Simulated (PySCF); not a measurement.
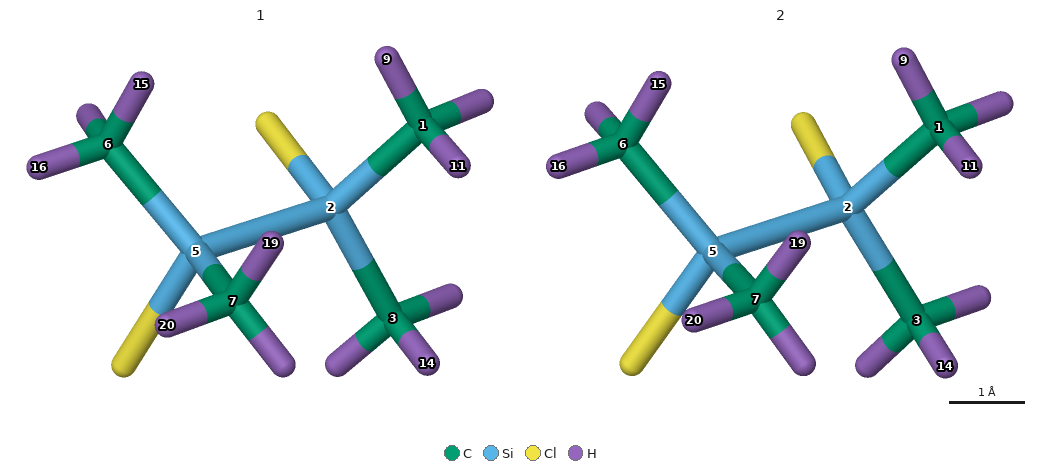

Two geometries of C₄H₁₂Cl₂Si₂, drawn at one scale. One is the start of a relaxation, the other its converged end. Style: stick. Shown at a tilt.

Computed with PySCF, PBE0-D3(BJ)/def2-SVP geometry optimisation, gas phase. 

Question: Which one is relaxed?

Answer: Structure 1 is the relaxed one. The start comes from GFN2-xTB. The energy falls by 18.3 kJ/mol in 7 geometry steps. Largest force component: 1.2 eV/Å at the start, 0.015 eV/Å at the end. The largest move after the best rigid fit is that of a Cl atom, 0.24 Å. Largest moves by element: Cl 0.24 Å, H 0.19 Å, Si 0.09 Å, C 0.08 Å. Near-neighbour distances that change, for instance: Cl–Si 2.048 → 2.099 Å, C–Si 1.909 → 1.870 Å, C–H 1.086 → 1.102 Å. Among the angles between lasting bonds that change: Cl–Si–Si 111.1° → 104.0°, Si–Si–Cl 111.4° → 105.2°, C–Si–C 108.7° → 111.9°.
